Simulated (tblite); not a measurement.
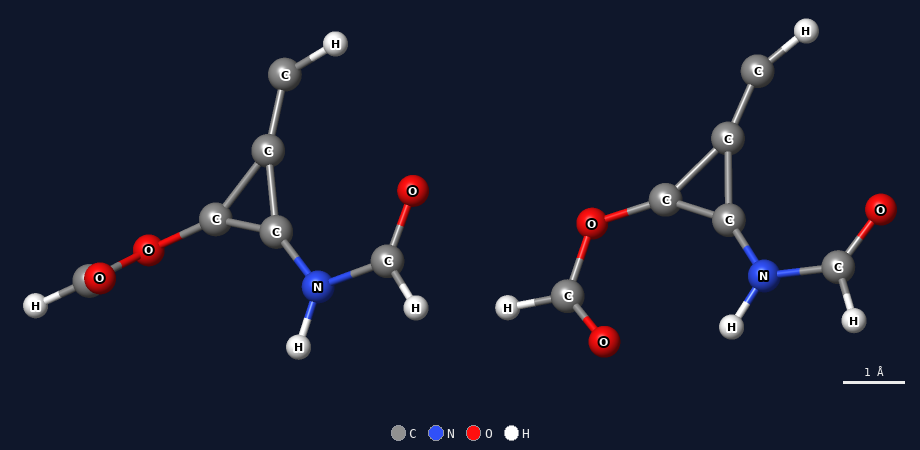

Two geometries of C6H4NO3 (multiplicity 2), drawn at one scale. One is the start of a relaxation, the other its converged end. Style: ball-and-stick. Shown at a tilt.

All numbers below come from GFN2-xTB geometry optimisation, gas phase (tblite). 

Which geometry has the lower energy?

Answer. The right one is the relaxed one. Over 84 geometry steps the energy falls by 1.252 eV. The largest move after the best rigid fit is that of an O atom, 1.39 Å. By element the largest moves are O 1.39 Å, H 0.59 Å, C 0.46 Å, N 0.31 Å. Some distances before and after: C–O 1.416 → 1.332 Å, C–O 1.273 → 1.199 Å, C–C 1.455 → 1.528 Å, C–N 1.422 → 1.352 Å. Among the angles between lasting bonds that change: C–C–H 123.1° → 147.4°, O–C–H 117.5° → 108.9°, C–C–C 147.6° → 153.6°. Groups turn about C–O by about 60°. Cost: 0.57 s on 1 thread of AMD EPYC 7B13, with other jobs on the host.
